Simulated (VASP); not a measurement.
Band structure of SnPbS$_{2}$ (space group R-3m). These are PBEsol GGA, VASP's PBE PAW potentials (set 64) (plane waves; VASP) values and carry that method's errors.

Unless said otherwise, spin-orbit coupling is left out, though it shifts the bands of the heavy elements here.

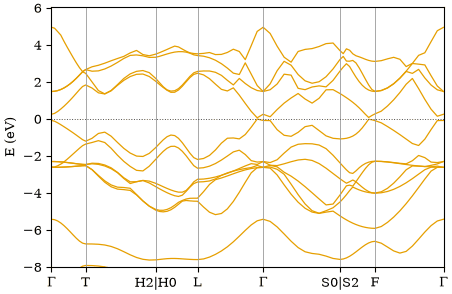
Fig. 1. Bands along high-symmetry lines, zero at the valence-band maximum or, without a gap, the Fermi level

Q: Read the plot: is there a gap, and where are the band edges?

A: The gap is direct, 0.07 eV, from the valence maximum at L-Γ at 0.91 to the conduction minimum at L-Γ at 0.91. (Edges off the drawn lines would not show.)

The structure comes from a computed database's SnPbS2 entry (R-3m); how it stands against other phases isn't given here. It was relaxed first, which changed the volume by -6 %.
